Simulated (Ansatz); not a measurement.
**AlBrH4N2 (SMILES [NH2][Al]([NH2])[Br]): density, localisation and related maps**

The calculation's input:

```
crystal:
  periodic: [false, false, false]
  atoms:
    - {symbol: N, position_ang: [-0.268883, 1.555179, -0.103512]}
    - {symbol: Al, position_ang: [-0.163200, -0.171986, -0.412220]}
    - {symbol: N, position_ang: [0.559609, -1.317484, 0.708024]}
    - {symbol: Br, position_ang: [-1.003331, -0.962693, -2.353470]}
    - {symbol: H, position_ang: [-0.682955, 2.210385, -0.745150]}
    - {symbol: H, position_ang: [0.065777, 2.027745, 0.719229]}
    - {symbol: H, position_ang: [0.966115, -1.091823, 1.600239]}
    - {symbol: H, position_ang: [0.619066, -2.306222, 0.531060]}
basis:
  gaussian: {orbitals: def2-TZVPP}
hamiltonian: {xc: pbe0, dispersion: d4}
output: {orbitals: {seedname: orbitals}}
```

Command:

```sh
ansatz run in.yaml --threads 4 --pin off --events-out ev --progress --plain --max-ram 10444MiB
```

Geometry: PBE0-D4/def2-TZVP.

The calculation used RKS PBE0-D4/def2-TZVPP in Ansatz.

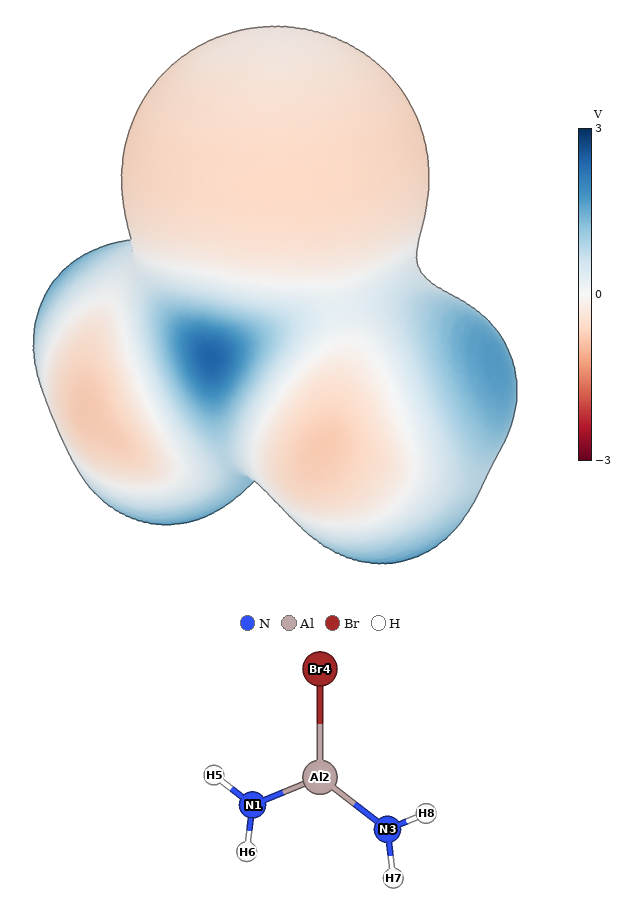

Figure 1. The molecular electrostatic potential painted on the density surface at 0.002 e/bohr³, seen at a tilt; the colour scale runs from red (negative) to blue (positive). The bare structure is drawn below in the same view.

> Which sites attract a positive test charge, and which a negative one?

A positive charge is drawn to the negative regions and a negative charge to the positive ones. The most negative region (about −0.8 V) lies over N1 and N3, the most positive (about +2.3 V) over Al2.

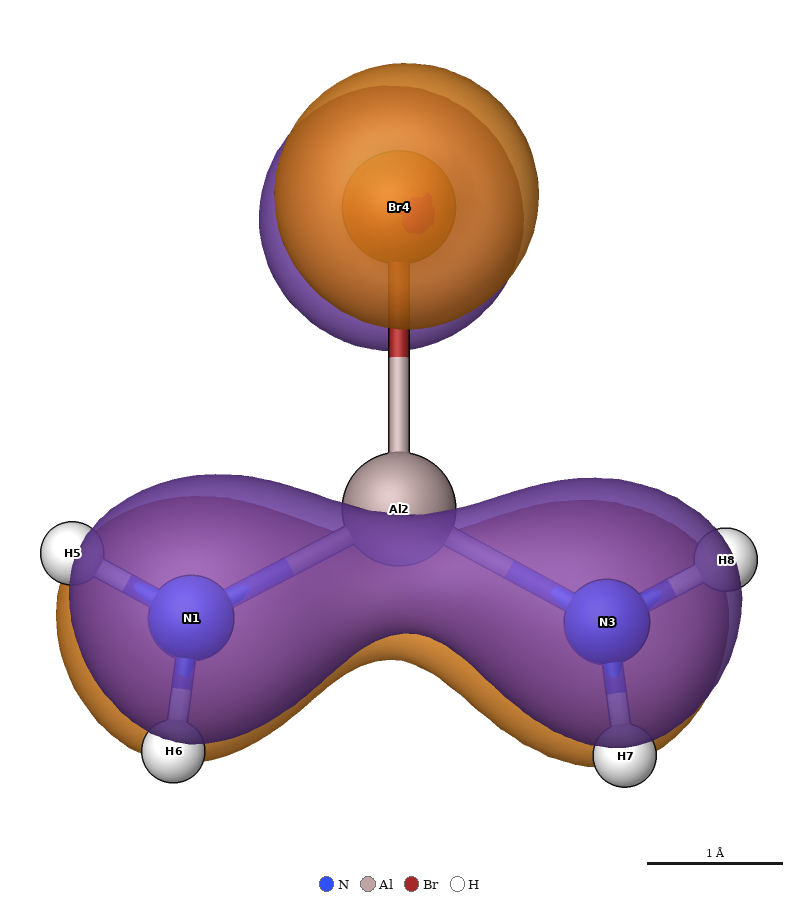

Figure 2. The HOMO−1 at ±0.1 Å⁻³ᐟ² (orange and purple are the two phases), seen across its widest extent.

> Where does this orbital lie, and at what energy?

It lies mainly on N1 (about 30 %), N3 (about 30 %), Br4 (about 20 %) and Al2 (about 15 %); it changes sign across the molecular plane (π type); π-bonding across N1–Al2 and Al2–N3; π-antibonding (a node) across Al2–Br4. Its energy is −7.77 eV.

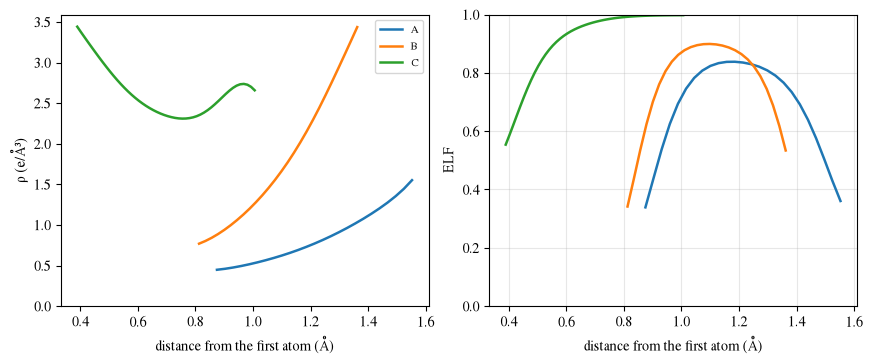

Figure 3. Electron density and ELF along straight lines between neighbouring atoms. The curves leave out the atomic cores.

> Which curve belongs to which contact (Al–Br, Al–N and N–H)? The first atom named is at distance zero.

Curve A: Al–Br (2.26 Å): ρ at the midpoint is about 0.66 e/Å³; the ELF peaks at about 0.85 in the valence shell of Br, 1.1 Å from its nucleus, and is about 0.85 at the midpoint. Curve B: Al–N (1.76 Å): ρ at the midpoint is about 0.89 e/Å³; the ELF peaks at about 0.90 in the valence shell of N, 0.7 Å from its nucleus, and is about 0.60 at the midpoint. Curve C: N–H (1.01 Å): ρ at the midpoint is about 2.9 e/Å³; the ELF climbs to about 1 towards the hydrogen, as it does in any bond to H (a covalent bond by its length).
